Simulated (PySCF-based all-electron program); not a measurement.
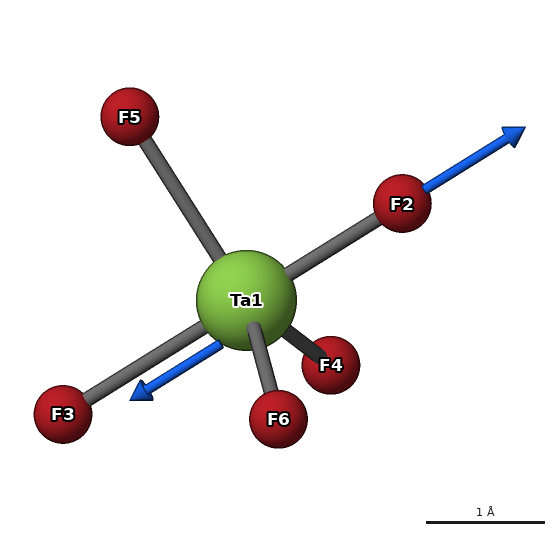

Arrows show the forces on the atoms, 0.06 Å of arrow for 1 eV/Å; forces under a tenth of the largest aren't drawn. Charge 0, singlet. Level of theory: PBE, all-electron, scalar-relativistic (Koelling-Harmon), large uncontracted Gaussian sets (PySCF-based all-electron program).

On which atom is the force largest, and how large is it?

On F2: 17.43 eV/Å.

Along which bond is the force strongest?

Ta1–F2, now 1.598 Å: the forces push its atoms apart, so a first step downhill lengthens it.

List the force components in the frame of the picture (x right, y up, z towards the viewer), in eV/Å.

```json
{"atom": "Ta1", "Fx": "−13.10", "Fy": "−8.14", "Fz": "−3.05"}
{"atom": "F2", "Fx": "14.52", "Fy": "9.02", "Fz": "3.38"}
{"atom": "F3", "Fx": "−1.39", "Fy": "−0.86", "Fz": "−0.32"}
{"atom": "F4", "Fx": "0.18", "Fy": "−0.15", "Fz": "−0.42"}
{"atom": "F5", "Fx": "−0.27", "Fy": "0.40", "Fz": "0.02"}
{"atom": "F6", "Fx": "0.06", "Fy": "−0.27", "Fz": "0.40"}
```
